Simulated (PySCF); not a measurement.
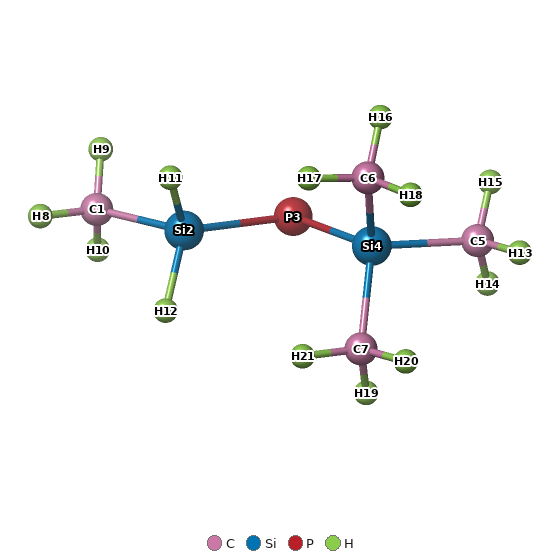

Geometry used (C₄H₁₄PSi₂⁻, SMILES C[SiH2][P-][Si](C)(C)C).

Kohn-Sham orbital energies near the frontier, B3LYP/def2-SVPD (IEF-PCM dimethylsulfoxide), PySCF 2.14.0, at a PBE0-D3(BJ)/def2-SVP geometry (no frequency check); empty levels in grey, levels within 0.03 eV side by side.

**Where do the frontier orbitals lie?**

HOMO at −4.52 eV, LUMO at 0.44 eV, 4.96 eV apart.

**How far below the HOMO does the next level lie?**

1.54 eV.

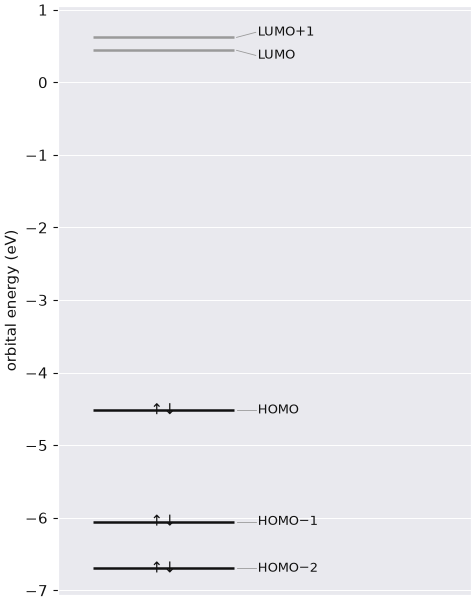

Note: one conformer of a flexible molecule; empty levels above zero depend strongly on the basis.
